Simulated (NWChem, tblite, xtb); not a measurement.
## A ladder of methods for CH5GeIO (SMILES C[O][GeH2][I])

CH5GeIO: 9 atoms, total charge 0, spin state singlet. SMILES: `C[O][GeH2][I]`. The coordinates come from a PBE0-D4/def2-TZVP relaxation. This is one conformer, not always the lowest.

```xyz
9

C     0.5021    1.3374    0.2392
O     0.7551   -0.0440    0.3721
Ge   -0.4827   -1.1545   -0.2421
I     0.4146   -3.4375    0.1983
H     0.3947    1.6398   -0.8108
H    -0.3991    1.6479    0.7842
H     1.3551    1.8727    0.6611
H    -1.7937   -0.9563    0.5380
H    -0.6577   -0.9517   -1.7571
```

Each level gives the dipole moment (D). The values are calculated.

| level | kind | program | value (D) | CPU time |
| --- | --- | --- | --- | --- |
| IPEA1-xTB | semi-empirical | tblite | 2.34 | under 2 s |
| GFN2-xTB | semi-empirical | tblite | 6.61 | under 2 s |
| GFN1-xTB | semi-empirical | tblite | 2.59 | under 2 s |
| GFN0-xTB | semi-empirical | xtb | 2.94 | under 2 s |
| HF/STO-3G | Hartree–Fock | NWChem | 3.16 | 21 s |
| HF/3-21G | Hartree–Fock | NWChem | 3.83 | 28 s |
| PBE/def2-SVP (core potential) | GGA | NWChem | 2.25 | 86 s |
| PBE/def2-SVPD (core potential) | GGA | NWChem | 2.17 | 3.2 min |
| PBE/6-311G** | GGA | NWChem | 2.39 | 2.9 min |

All-electron rows without a relativistic Hamiltonian named are non-relativistic, while core potentials hold scalar relativity, so basis and relativity change together. The values span 2.17 to 6.61 D. Sets without polarisation functions give poor dipoles. Times are those of the runs behind each value, whatever else they computed, on shared processors of several kinds: orders of magnitude only.

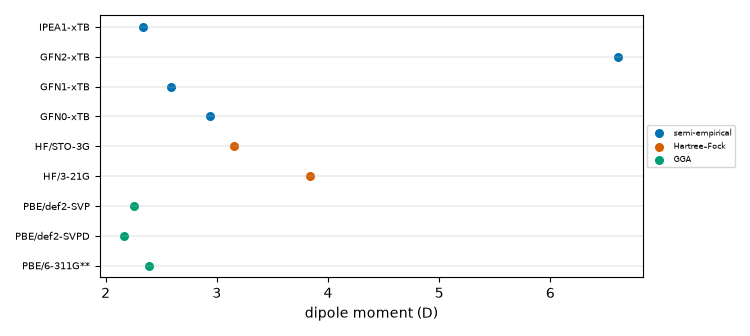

The values of the table, level by level.
